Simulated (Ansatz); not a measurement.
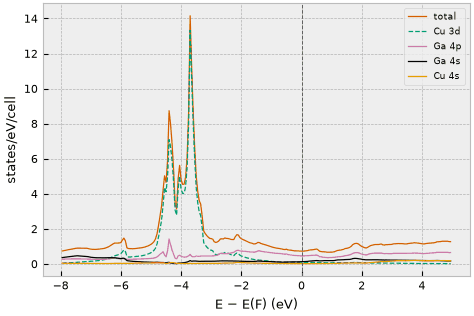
Fig. 1. Total and projected density of states of Ga2Cu in space group P4/mmm (No. 123; Ga on 2h, Cu on 1a), DFT-LDA in the program Ansatz with PAW potentials

Q: Which orbitals carry the states next to the Fermi level?

A: Within 0.5 eV of the Fermi level: Ga 4p 63 %, Ga 4s 18 %, Cu 3d 12 %. Projections are on Löwdin-orthogonalised atomic valence shells; empty p or d shells of many metals are not among them.

Q: Where is the tallest occupied peak in this window, and what makes it?

A: Near -3.7 eV, about 14 states/eV per cell; the largest projected share is Cu 3d.

The first step of the workflow began from a Materials Project structure, measured or hypothetical; the Crystallography Open Database files this formula in space group No. 123, but the cells were not matched. Whether it is the stable phase at ambient conditions was not checked. The cell was relaxed with LDA under the symmetry of its start; of distortions, only those at the zone centre were tested. No spin polarisation was allowed. Spin–orbit coupling is left out wherever it is not named.

Potentials: the later of the program's two PAW sets.
